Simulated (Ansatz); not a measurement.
## SiC under a change: C → B

Start from SiC (space group P6_3mc, No. 186; a = 3.078 Å, c = 15.107 Å).

Perturbation: B takes the place of C on all its sites, then cell and atoms are relaxed.

Calculations: plane-wave PAW DFT at the r2SCAN level (Ansatz, a program for electronic structure, 500 eV), no SOC. Settings: 13×13×3 k-points, 0.05 eV Fermi–Dirac smearing, for the changed cell.

| quantity | base | changed | shift |
|---|---|---|---|
| volume per atom | 10.33 Å³ | 12.84 Å³ | +2.51 Å³ |
| density | 3.22 g/cm³ | 2.52 g/cm³ | -0.706 g/cm³ |
| lattice parameter a | 3.078 Å | 3.226 Å | +0.1471 Å |
| c/a ratio | 4.907 | 5.301 | +0.3933 |
| space group | P6_3mc (No. 186) | P6_3mc (No. 186) | – |
| shortest interatomic distance | 1.884 Å | 1.986 Å | +0.102 Å |
| band gap (an upper bound: an edge found on the path is not a true extremum; the base alone) | 2.39 eV | zero | – |

Final structure:

```
SiB
1.0
    3.22558     0.00000     0.00000
   -1.61279     2.79344     0.00000
    0.00000     0.00000    17.09733
Si B
6 6
Direct
  0.00000   0.00000   0.00448
  0.00000   0.00000   0.50448
  0.33333   0.66667   0.17136
  0.66667   0.33333   0.67136
  0.33333   0.66667   0.83776
  0.66667   0.33333   0.33776
  0.00000   0.00000   0.12110
  0.00000   0.00000   0.62110
  0.33333   0.66667   0.28754
  0.66667   0.33333   0.78754
  0.33333   0.66667   0.95406
  0.66667   0.33333   0.45406
```

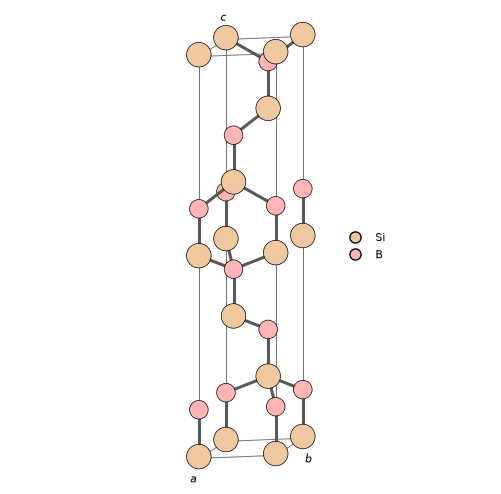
*The relaxed conventional cell after the change*

Cost of the whole job for the changed cell (relaxation, final SCF and bands): about 5 core-minutes (a rough figure).

Whether these cells are dynamically stable was not tested. For SiB in this form, whether it has been made was not checked. All final runs are without spin polarisation.
